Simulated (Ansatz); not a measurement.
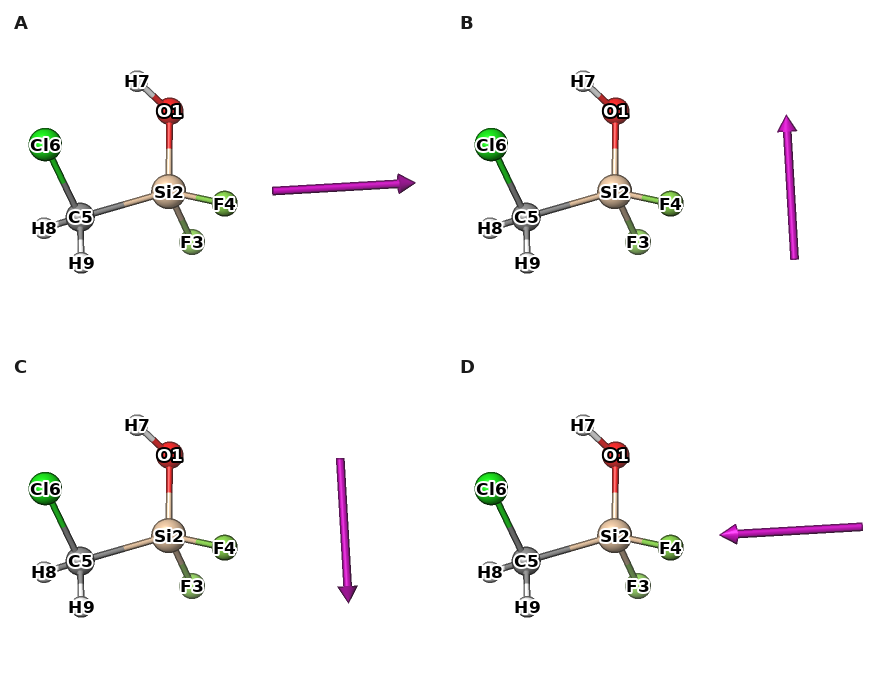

The same molecule four times, each with an arrow. The computed structure is the end point of a PBE-D4/def2-SVP optimisation. No frequency run is at hand to confirm it as a minimum. Method: RKS PBE-D4/def2-SVP (Ansatz 0.2.0).

**Which arrow points along the dipole moment, from the negative to the positive end?**

D. The dipole moment is 2.21 D; it points from the side of F4 to the side of Cl6 (the outermost atoms at the two ends).
